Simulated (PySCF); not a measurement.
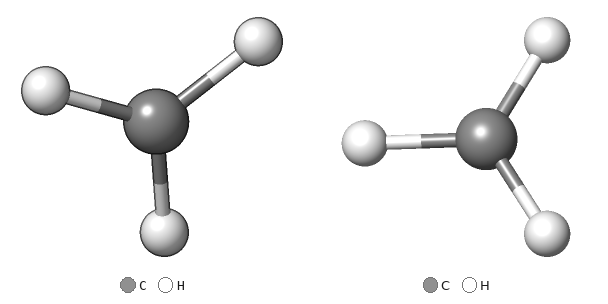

Two views of one molecule.

State: charge +1, singlet. The computed structure is the end point of a PBE0-D3(BJ)/def2-SVP optimisation. No frequency run is at hand to confirm it as a minimum.

**Which formula does it have?**

CH3(+), 4 atoms: 1 carbon and 3 hydrogen.

**How many atoms are distinct by symmetry?**

2: 1 C, 3 H.

More results for the same structure follow; atom numbers are the same in all pictures, views and colours differ.

### Shape

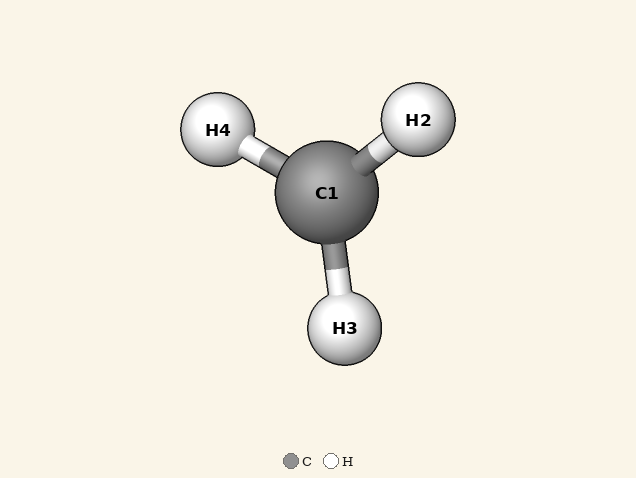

No frequency run is at hand to confirm it as a minimum.

Estimate the angles H2–C1–H3.

```
   angle  degrees
H2–C1–H3    120.0
```

### Levels of theory compared

No frequency run is at hand to confirm it as a minimum. Program: PySCF 2.14.0.

Tabulate HOMO energy (eV), HOMO–LUMO gap (eV) at these levels: BHandHLYP/aug-pcX-1 (pcseg-1 on H); PBE0/pcSseg-1 in acetone (IEF-PCM); PBE0/pcSseg-1 in dimethylsulfoxide (IEF-PCM); ωB97X-D/def2-SVPD; ωB97X-D/def2-SVPD in acetone (IEF-PCM); ωB97X-D/def2-SVPD in dimethylsulfoxide (IEF-PCM).

| level | HOMO energy (eV) | HOMO–LUMO gap (eV) |
| --- | --- | --- |
| BHandHLYP/aug-pcX-1 (pcseg-1 on H) | −23.18 | 11.84 |
| PBE0/pcSseg-1 in acetone (IEF-PCM) | −15.06 | 8.66 |
| PBE0/pcSseg-1 in dimethylsulfoxide (IEF-PCM) | −14.88 | 8.66 |
| ωB97X-D/def2-SVPD | −23.57 | 12.89 |
| ωB97X-D/def2-SVPD in acetone (IEF-PCM) | −17.08 | 12.89 |
| ωB97X-D/def2-SVPD in dimethylsulfoxide (IEF-PCM) | −16.89 | 12.89 |

### Charges

The questions are on IAO charges. No frequency run is at hand to confirm it as a minimum. Properties computed with PBE0/pcSseg-1 in acetone (IEF-PCM) (PySCF 2.14.0).

List the IAO charges.

```json
{"atom": "C1", "value (e)": "0.16"}
{"atom": "H2", "value (e)": "0.28"}
{"atom": "H3", "value (e)": "0.28"}
{"atom": "H4", "value (e)": "0.28"}
```

### NMR shielding

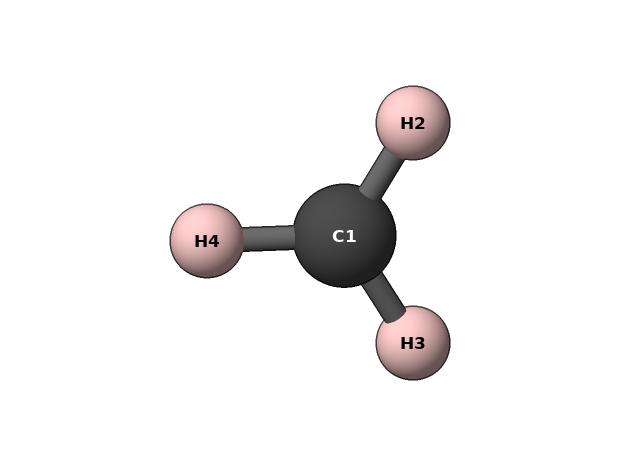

No frequency run is at hand to confirm it as a minimum. Method: GIAO PBE0/pcSseg-1 NMR shielding, non-relativistic, IEF-PCM dimethylsulfoxide (PySCF 2.14.0). Principal shieldings σ11 ≤ σ22 ≤ σ33, span Ω = σ33 − σ11, skew κ = 3(σiso − σ22)/Ω.

Give the shielding tensors of the C atoms.

```
atom     σ11     σ22    σ33    σiso      Ω     κ
  C1  −436.9  −436.9  171.4  −234.1  608.3  1.00
```

Shieldings and span in ppm.
